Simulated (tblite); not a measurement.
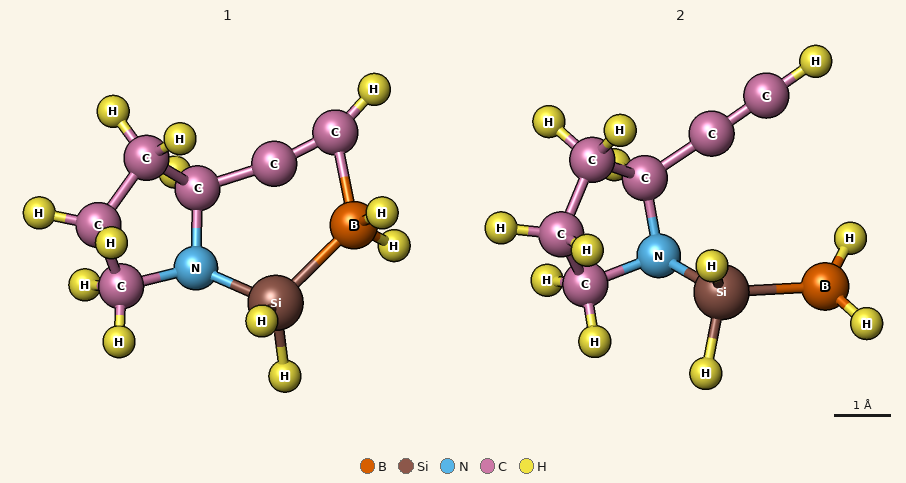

Two geometries of C₆H₁₂BNSi, drawn at one scale. One is the start of a relaxation, the other its converged end. Style: ball-and-stick. Shown at a tilt.

Computed with GFN2-xTB geometry optimisation, gas phase (tblite 0.8.0). 

Which geometry has the lower energy?

Answer. Structure 1 is the relaxed one. The largest move after the best rigid fit is that of an H atom, 2.12 Å. By element the largest moves are H 2.12 Å, B 1.15 Å, C 0.78 Å, N 0.34 Å, Si 0.31 Å. Among the contacts that change: B–C 3.650 → 1.786 Å, B–C 3.483 → 1.884 Å, C–Si 3.069 → 2.633 Å, B–Si 1.935 → 2.007 Å. New bonds form: B–C (3.65 → 1.79 Å). Bond angles that change, for instance: C–C–H 179.7° → 158.3°, Si–N–C 106.8° → 125.0°, Si–B–H 123.8° → 108.5°. Groups turn about N–Si by about 45°. Over 169 geometry steps the energy falls by 1.029 eV. Cost: 2.8 s on 1 thread of Arm Neoverse N1, with other jobs on the host.
